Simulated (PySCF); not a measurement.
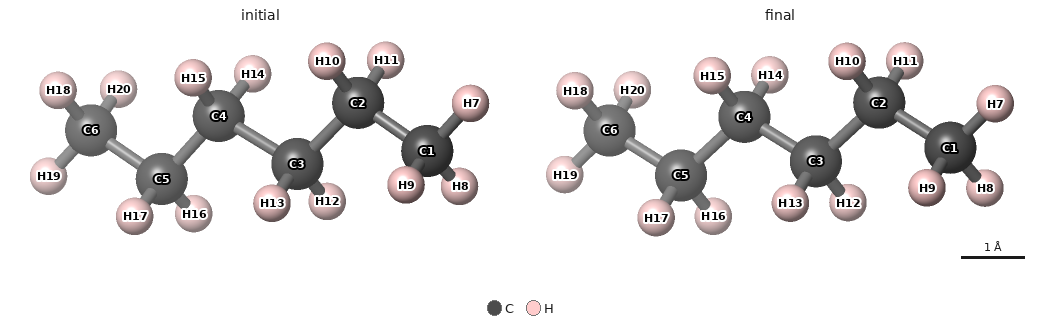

The structure of C$_{6}$H$_{14}$ before (left) and after (right) a relaxation, at one scale.

A ball-and-stick model, seen at a tilt.

The start comes from MMFF94s. Its atoms were then displaced at random by about 0.03 Å.

Computed with PBE0-D3(BJ)/def2-SVP geometry optimisation, gas phase in PySCF 2.14.0, density-fitted response routines. 

### What changed between the two?

After 8 geometry steps the energy has fallen by 102.2 kJ/mol. C1 moves most after the best rigid fit: 0.12 Å. By element the largest moves are C 0.12 Å, H 0.11 Å. Near-neighbour distances that change, for instance: C3–C4 1.680 → 1.521 Å, C1–H8 0.998 → 1.102 Å, C5–H16 1.054 → 1.105 Å, C4–C5 1.473 → 1.522 Å. Bond angles that change, for instance: C5–C4–H14 118.6° → 109.3°, H16–C5–H17 113.9° → 105.5°, H7–C1–H9 100.1° → 107.5°. The run took 52 s on 1 thread of Intel(R) Xeon(R) 6975P-C, with other jobs on the host.
